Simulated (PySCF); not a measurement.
# SiNH2BrClF (SMILES N[Si](F)(Cl)Br): r2SCAN/def2-SVP

Aim: the vertical ionisation energy of SiNH2BrClF at r2SCAN/def2-SVP, from 2 runs. Input form: a Python script.

The results are computed with PySCF 2.14.0.

### Step 1. The molecule

The species is SiNH2BrClF (7 atoms), meant as a singlet with charge 0. As SMILES, `N[Si](F)(Cl)Br`. The shape is that of a PBE0-D4/def2-TZVP optimisation. This is one conformer, not always the lowest.

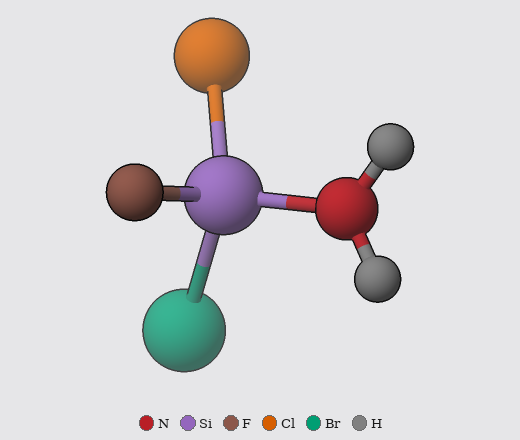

Viewed from a chosen angle; nitrogen red, silicon purple, fluorine brown, chlorine orange, bromine teal, hydrogen grey.

### Step 2. A single-point energy at r2SCAN/def2-SVP

Input file start.xyz:

```xyz
7
BrClFH2NSi
N      0.804700    -0.380600     0.652300
Si    -0.391200     0.141600    -0.399500
F     -0.097000    -0.140000    -1.931600
Cl    -2.114500    -0.843600     0.018800
Br    -0.611300     2.318500    -0.235800
H      1.632600     0.156800     0.842400
H      0.838300    -1.320500     1.007800
```

Input file input.py:

```python
# N[Si](F)(Cl)Br
from pyscf import gto, dft

system = gto.Mole()
system.atom = 'start.xyz'
system.verbose = 3
system.basis = 'def2-svp'
system.spin = 0
system.max_memory = 1860
system.build()

ks = dft.RKS(system)
ks.xc = 'r2scan'
ks.conv_tol = 1e-10
ks.grids.level = 6
ks.kernel()
if not ks.converged:
    ks = ks.newton().run(ks.mo_coeff, ks.mo_occ)

e_final = ks.e_tot
print(f'total energy: {e_final:.8f} hartree')
```

Started as:

```
OMP_NUM_THREADS=1 python input.py
```

Output:

```text
converged SCF energy = -3479.04474758351
total energy: -3479.04474758 hartree
```

Run time: 81 s. Hardware: 1 thread of Arm Neoverse V1, shared host; peak memory 0.59 GiB.

### Step 3. The doublet cation, same level

Input file input.py:

```python
from pyscf import gto, dft

mol = gto.Mole()
mol.atom = '''
N        0.804700      -0.380600       0.652300
Si      -0.391200       0.141600      -0.399500
F       -0.097000      -0.140000      -1.931600
Cl      -2.114500      -0.843600       0.018800
Br      -0.611300       2.318500      -0.235800
H        1.632600       0.156800       0.842400
H        0.838300      -1.320500       1.007800
'''
mol.max_memory = 1860
mol.charge = 1
mol.spin = 1
mol.verbose = 3
mol.basis = 'def2-svp'
mol.build()

calc0 = dft.UKS(mol, xc='r2scan')
calc0.conv_tol = 1e-10
calc0.grids.level = 6
calc0.kernel()
if not calc0.converged:
    calc0 = calc0.newton().run(calc0.mo_coeff, calc0.mo_occ)

e_final = calc0.e_tot
print(f'total energy: {e_final:.8f} hartree')
```

Started as:

```
OMP_NUM_THREADS=1 python input.py
```

Output:

```text
WARN: HOMO -0.324231689802479 >= LUMO -0.324231689802481

SCF not converged.
SCF energy = -3478.66870150505 after 50 cycles  <S^2> = 0.7556843  2S+1 = 2.0056762
converged SCF energy = -3478.66870150624  <S^2> = 0.75568464  2S+1 = 2.0056766
total energy: -3478.66870151 hartree
```

It took 5.7 min on 1 thread of Arm Neoverse V1, shared host; peak memory 1.2 GiB.

### Step 4. Summary of results

Level: r2SCAN/def2-SVP.

| quantity | value |
| --- | --- |
| singlet SiNH2BrClF: total energy | -3479.04475 Eh |
| singlet SiNH2BrClF: dipole moment | 2.80 D |
| singlet SiNH2BrClF: HOMO energy | -7.10 eV |
| singlet SiNH2BrClF: LUMO energy | 0.03 eV |
| singlet SiNH2BrClF: HOMO–LUMO gap | 7.13 eV |
| doublet cation: total energy | -3478.66870 Eh |
| doublet cation: HOMO energy (highest over α and β) | -13.37 eV |
| doublet cation: LUMO energy (lowest over α and β) | -13.18 eV |
| doublet cation: ⟨S²⟩ | 0.756 |
| vertical ionisation energy (to the doublet cation) | 10.233 eV |

The vertical ionisation energy comes to 10.23 eV (987 kJ/mol). The negative HOMO energy of the first species, 7.10 eV, lies 3.13 eV below that difference. Mulliken charges (singlet SiNH2BrClF) run from -0.39 on N1 to +0.89 on Si2; they depend strongly on the basis. Mulliken charges (doublet cation) run from -0.23 on F3 to +0.91 on Si2; they depend strongly on the basis.
